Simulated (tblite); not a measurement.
# Geometry relaxation, with input and output: C4H9GeNO3 (part 4 of 4)

C4H9GeNO3; GFN2-xTB geometry optimisation, gas phase (tblite 0.8.0). It belongs to a series of runs on one base structure; here: H on Ge replaced by NHCOCH3.

Geometry of the input (Å):
```
C  3.4863  -0.2579  -0.0456
C  2.1618  0.4473  0.1046
O  2.0833  1.6650  -0.1613
N  1.0172  -0.2807  0.5442
Ge -0.6523  0.5255  0.7578
O  -1.2569  1.0806  -0.8254
C  -2.2286  0.1226  -1.1207
C  -2.8535  -0.4392  0.1787
O  -1.8768  -0.6875  1.1522
H  4.2905  0.4793  -0.1995
H  3.4261  -0.9396  -0.9200
H  3.6973  -0.8483  0.8702
H  1.0943  -1.3058  0.7757
H  -0.6117  1.6766  1.7855
H  -3.0228  0.5894  -1.7440
H  -1.7676  -0.7058  -1.6874
H  -3.6039  0.2824  0.5775
H  -3.3915  -1.3977  -0.0540
```

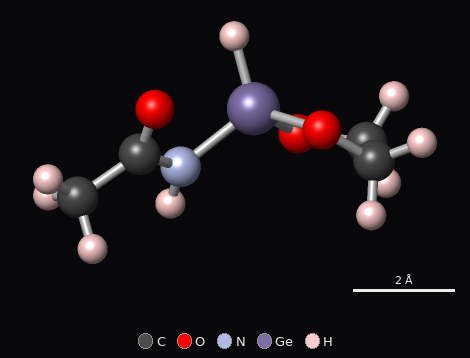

**Figure 1.** The geometry at step 86 of the log (ball-and-stick view, seen at a tilt).

Trajectory as extended XYZ, continued:
```
18
Properties=species:S:1:pos:R:3:forces:R:3 step=82 energy=-823.44336
C     3.4794   -0.2594    0.0619   -0.0030   0.0030   0.0030
C     2.1381    0.4103    0.1912    0.0010  -0.0030  -0.0010
O     1.9462    1.6029    0.0409    0.0110   0.0040  -0.0060
N     1.0751   -0.3654    0.4888    0.0020  -0.0050   0.0000
Ge   -0.4863    0.6303    0.6034    0.0010   0.0080   0.0040
O    -1.2935    1.0069   -0.9282   -0.0050   0.0020   0.0080
C    -2.3890    0.1415   -1.1566   -0.0020  -0.0040   0.0050
C    -2.8342   -0.4798    0.1815   -0.0030  -0.0020   0.0020
O    -1.7119   -0.6000    1.0239   -0.0040  -0.0020  -0.0010
H     4.2459    0.4917   -0.1046   -0.0030   0.0010   0.0010
H     3.4641   -0.9485   -0.7804   -0.0080   0.0070   0.0020
H     3.7073   -0.8213    0.9649   -0.0050   0.0050   0.0030
H     1.1745   -1.3591    0.6301    0.0020  -0.0110  -0.0090
H    -0.3988    1.7921    1.5396    0.0040  -0.0060  -0.0080
H    -3.1979    0.7249   -1.6019    0.0090   0.0050  -0.0010
H    -2.0862   -0.6458   -1.8540   -0.0030  -0.0040   0.0040
H    -3.5842    0.1597    0.6579    0.0000   0.0070  -0.0070
H    -3.2574   -1.4748    0.0296    0.0040  -0.0060   0.0000
18
Properties=species:S:1:pos:R:3:forces:R:3 step=84 energy=-823.44343
C     3.4805   -0.2591    0.0645   -0.0020   0.0030   0.0010
C     2.1386    0.4101    0.1899    0.0040   0.0000   0.0030
O     1.9473    1.6029    0.0392    0.0060  -0.0070  -0.0030
N     1.0751   -0.3661    0.4850    0.0010  -0.0020  -0.0030
Ge   -0.4860    0.6306    0.6013    0.0000  -0.0130   0.0040
O    -1.2963    1.0078   -0.9280   -0.0010   0.0090   0.0010
C    -2.3912    0.1418   -1.1562    0.0040  -0.0010   0.0070
C    -2.8346   -0.4798    0.1819   -0.0070  -0.0050   0.0090
O    -1.7119   -0.6003    1.0235    0.0070   0.0050  -0.0030
H     4.2468    0.4924   -0.1015   -0.0030  -0.0010   0.0010
H     3.4669   -0.9490   -0.7772   -0.0050   0.0050   0.0050
H     3.7074   -0.8196    0.9689   -0.0090   0.0070  -0.0030
H     1.1740   -1.3604    0.6238    0.0020  -0.0010  -0.0080
H    -0.3942    1.7909    1.5379    0.0010   0.0030  -0.0030
H    -3.2007    0.7250   -1.6010    0.0100   0.0020  -0.0010
H    -2.0879   -0.6453   -1.8536   -0.0040  -0.0050   0.0000
H    -3.5843    0.1589    0.6592   -0.0060   0.0170  -0.0020
H    -3.2581   -1.4745    0.0308    0.0020  -0.0160  -0.0050
18
Properties=species:S:1:pos:R:3:forces:R:3 step=86 energy=-823.44353
C     3.4815   -0.2585    0.0674    0.0010   0.0000  -0.0020
C     2.1390    0.4097    0.1880    0.0010   0.0040   0.0030
O     1.9488    1.6024    0.0363   -0.0060  -0.0090   0.0040
N     1.0749   -0.3672    0.4798    0.0000   0.0020  -0.0060
Ge   -0.4858    0.6303    0.5995    0.0000  -0.0230   0.0000
O    -1.3003    1.0103   -0.9268    0.0030   0.0050  -0.0020
C    -2.3933    0.1417   -1.1554    0.0060   0.0040   0.0010
C    -2.8358   -0.4798    0.1830   -0.0040  -0.0020   0.0030
O    -1.7119   -0.6000    1.0232    0.0060   0.0050   0.0000
H     4.2473    0.4935   -0.0979    0.0000   0.0010   0.0000
H     3.4698   -0.9492   -0.7734    0.0010  -0.0030   0.0030
H     3.7065   -0.8170    0.9735   -0.0070   0.0020  -0.0020
H     1.1735   -1.3622    0.6151    0.0030   0.0090  -0.0050
H    -0.3879    1.7886    1.5370   -0.0020   0.0090   0.0010
H    -3.2027    0.7242   -1.6012    0.0060  -0.0030   0.0010
H    -2.0885   -0.6454   -1.8521   -0.0040  -0.0010   0.0020
H    -3.5849    0.1597    0.6601   -0.0040   0.0090   0.0010
H    -3.2589   -1.4749    0.0321    0.0010  -0.0090  -0.0020
18
Properties=species:S:1:pos:R:3:forces:R:3 step=88 energy=-823.44357
C     3.4820   -0.2583    0.0685    0.0000   0.0000  -0.0010
C     2.1394    0.4095    0.1875   -0.0020   0.0030  -0.0020
O     1.9493    1.6021    0.0356   -0.0060   0.0020   0.0050
N     1.0749   -0.3675    0.4773    0.0000   0.0000  -0.0050
Ge   -0.4856    0.6293    0.5988    0.0000  -0.0030   0.0020
O    -1.3016    1.0113   -0.9266    0.0030  -0.0020   0.0010
C    -2.3939    0.1419   -1.1549    0.0020   0.0020   0.0000
C    -2.8365   -0.4798    0.1836    0.0010   0.0020  -0.0020
O    -1.7120   -0.5994    1.0232   -0.0040  -0.0020   0.0020
H     4.2476    0.4940   -0.0965    0.0010   0.0010   0.0000
H     3.4713   -0.9495   -0.7718    0.0020  -0.0050   0.0000
H     3.7059   -0.8158    0.9751   -0.0040  -0.0010   0.0010
H     1.1735   -1.3625    0.6117    0.0030   0.0010  -0.0030
H    -0.3858    1.7878    1.5366   -0.0030   0.0020  -0.0040
H    -3.2033    0.7240   -1.6011    0.0020  -0.0020   0.0010
H    -2.0892   -0.6455   -1.8516   -0.0010   0.0010   0.0030
H    -3.5857    0.1603    0.6604    0.0010  -0.0010   0.0000
H    -3.2590   -1.4755    0.0326    0.0020   0.0030   0.0010
```

Key numbers:

- outcome: converged
- total energy: −823.4436 eV
- hardware: 1 CPU thread, shared host
- wall time: 2.2 s
- peak memory: 0.18 GiB
